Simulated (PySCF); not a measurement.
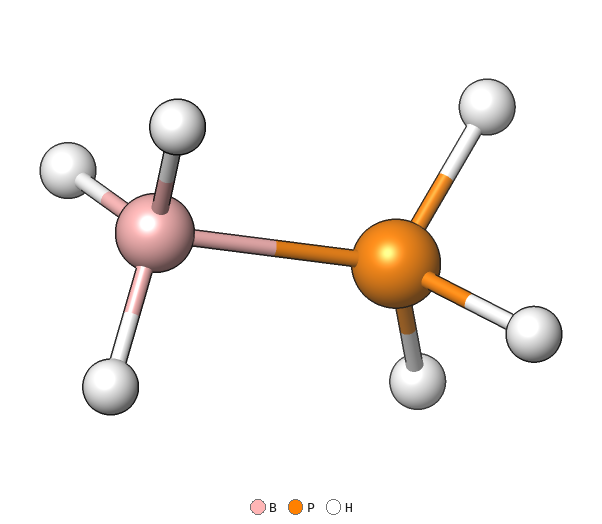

Ball-and-stick drawing of a structure. Every bond is drawn as one stick, whatever its order.

Count the atoms of each element.

BH6P, 8 atoms: 1 boron, 6 hydrogen and 1 phosphorus.

Describe its rings.

It has no ring.

Count the bonded pairs by element.

3 B–H, 3 P–H, 1 B–P.

More results for the same structure follow; atom numbers are the same in all pictures, views and colours differ. Computed geometry: PBE0-D3(BJ)/def2-SVP optimisation. No frequency run is at hand to confirm it as a minimum.

**Symmetry**

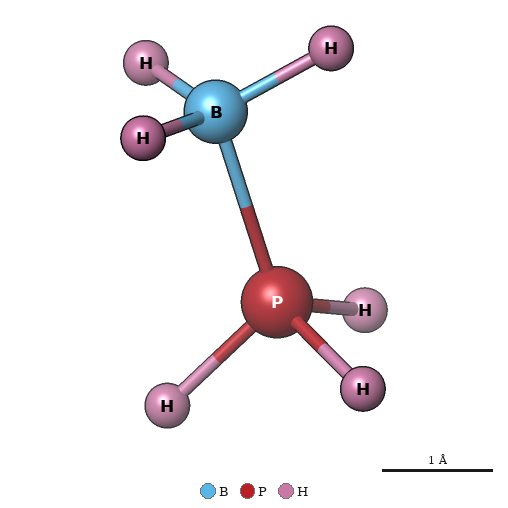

Atoms fade into the background with distance from the viewer. No frequency run is at hand to confirm it as a minimum. Masses are those of the most abundant isotopes; constants are for the rigid equilibrium geometry.

What kind of rotor is it, and what are its rotational constants in cm⁻¹?

A prolate symmetric top (C3v): A = 1.88, B = C = 0.355 cm⁻¹.

**Electronic properties**

No frequency run is at hand to confirm it as a minimum. Level of theory: LC-wPBE/pcSseg-2, gas phase (PySCF 2.14.0).

What does the calculation give?

- dipole moment: 4.34 D
- HOMO energy (Kohn–Sham orbital): −11.37 eV
- LUMO energy (Kohn–Sham orbital): 1.95 eV
- HOMO–LUMO gap: 13.32 eV

**Charges**

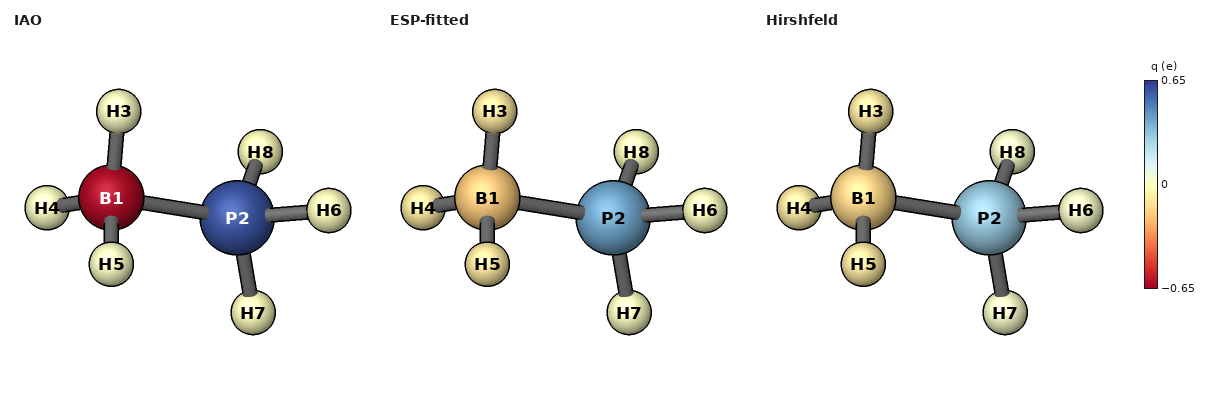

Atomic charges of one calculation by 3 schemes, on one colour scale. No frequency run is at hand to confirm it as a minimum. Method: PBE0/6-31G* (PySCF 2.14.0).

Which scheme gives the most polar picture (largest mean size of the charges)?

The IAO charges are the largest in size here, and the Hirshfeld charges the smallest.

On which atom do the schemes disagree most?

On B1 (from −0.61 to −0.15 e).

List the charges (e), one line for each set of equivalent atoms.

```csv
atom,IAO,ESP-fitted,Hirshfeld
B1,−0.61,−0.18,−0.15
P2,0.58,0.40,0.30
"H3, H4, H5",0.01,−0.08,−0.08
"H6, H7, H8",0.00,0.00,0.02
```

**NMR shielding**

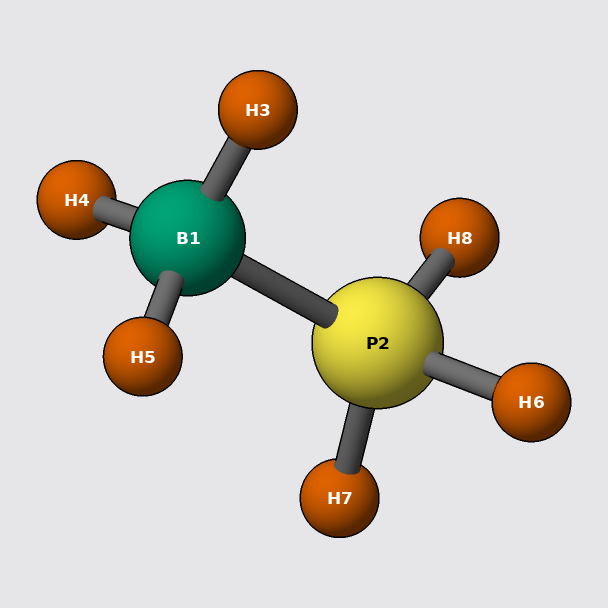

No frequency run is at hand to confirm it as a minimum. Method: GIAO PBE0/6-31G NMR shielding, non-relativistic, gas phase (PySCF 2.14.0). Principal shieldings σ11 ≤ σ22 ≤ σ33, span Ω = σ33 − σ11, skew κ = 3(σiso − σ22)/Ω.

Give the shielding tensors of the P atoms.

```tsv
atom	σ11	σ22	σ33	σiso	Ω	κ
P2	527.5	527.6	590.2	548.4	62.7	1.00
```

Shieldings and span in ppm.
